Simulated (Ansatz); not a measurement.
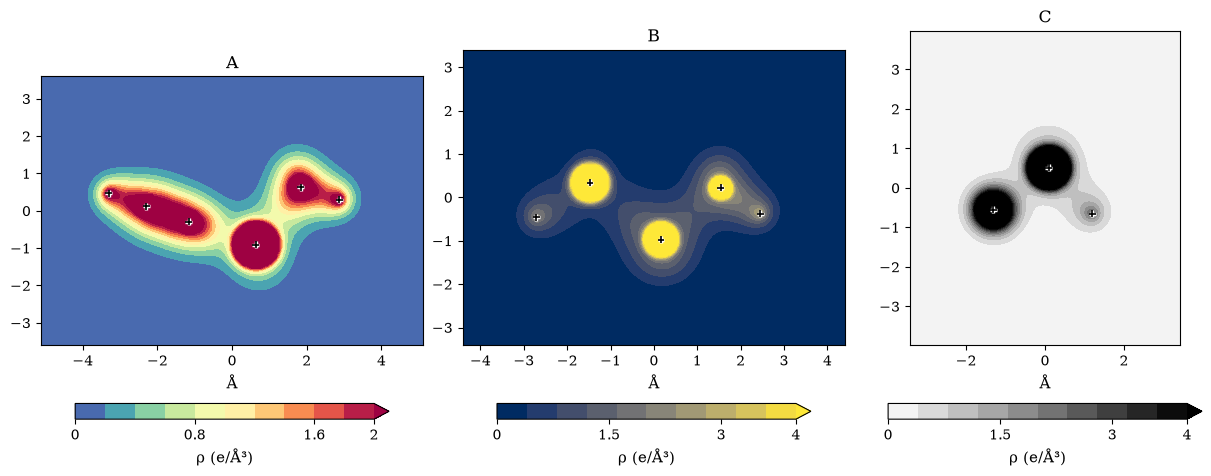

The total electron density of 3 systems, each on a plane through atoms (crosses mark nuclei in the plane).

These are results of RKS PBE0-D4/def2-TZVPP in Ansatz, not measurements.

System 1: CH$_{4}$ClFSSi (SMILES CS[SiH](F)Cl), the plane of atoms C1, S2 and Si3. Geometry: PBE0-D4/def2-TZVP.

```xyz
9

C    -0.6620   -1.0248   -0.9330
S     0.7803   -1.1020    0.1729
Si    0.7410    0.8287    0.9861
F    -0.5674    1.0717    1.8596
Cl    0.6918    2.2691   -0.4629
H    -0.7086   -1.9888   -1.4374
H    -1.5789   -0.8718   -0.3665
H    -0.5366   -0.2365   -1.6735
H     1.9291    1.0081    1.8375
```

System 2: C$_{3}$H$_{6}$Ge (SMILES C#[C][GeH2][CH3]), the plane of atoms Ge3, C4 and H8. Geometry: PBE0-D4/def2-TZVP.

```xyz
10

C     0.9644    2.0823   -1.3484
C     0.2589    1.3219   -0.7341
Ge   -0.8317    0.0984    0.2384
C     0.2138   -1.4904    0.6556
H     1.5855    2.7570   -1.8916
H    -1.3066    0.8080    1.5166
H    -2.0468   -0.2449   -0.6382
H    -0.3939   -2.2048    1.2123
H     1.0806   -1.2178    1.2578
H     0.5589   -1.9610   -0.2653
```

System 3: CH$_{2}$FGeN, the plane of atoms F1, Ge2 and H5. Geometry: PBE0-D4/def2-TZVP; at this geometry the atoms fall into two loosely joined parts.

```csv
atom,x (Å),y (Å),z (Å)
F,1.7091,-1.1525,0.2583
Ge,1.1671,0.3336,-0.5233
C,-1.1207,0.3942,0.7028
N,-1.3949,-0.3165,-0.1661
H,0.6868,-0.3455,-1.8809
H,-1.0053,1.0225,1.5629
```

**Match each panel to its system.**

Panel A is system 2, C$_{3}$H$_{6}$Ge: the plane holds C, Ge and H. C–C (1.21 Å): ρ is about 2.8 e/Å³ halfway. Panel B is system 1, CH$_{4}$ClFSSi: the plane holds C, S, Si and H. C–S (1.82 Å): the density is about 1.2 e/Å³ at the midpoint. Panel C is system 3, CH$_{2}$FGeN: the plane holds F, Ge and H. Ge–F (1.76 Å): the density is about 0.91 e/Å³ at the midpoint.
